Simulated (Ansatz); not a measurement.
The starting structures come from a database of crystals and need not be the phases stable at ambient conditions.

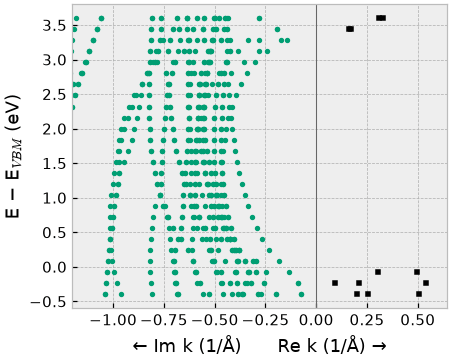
Figure. Complex bands at the centre of the two-dimensional zone; r2SCAN (Ansatz, a first-principles code)

No gap correction and no spin-orbit coupling; mid-gap values are interpolated between computed energies.

**Question.** This is La$_{4}$Ti$_{3}$O$_{12}$ (R-3, not sure to be the ambient phase, 19 atoms a cell, 12.6 Å³ an atom, -3 GPa at this level) along the normal of (101). Read off the slowest decay at the centre of the two-dimensional zone at 1.68 eV, the computed energy nearest the middle of the gap.

**Answer.** κ ≈ 0.40 1/Å, a decay length 1/(2κ) of the density of 1.3 Å.
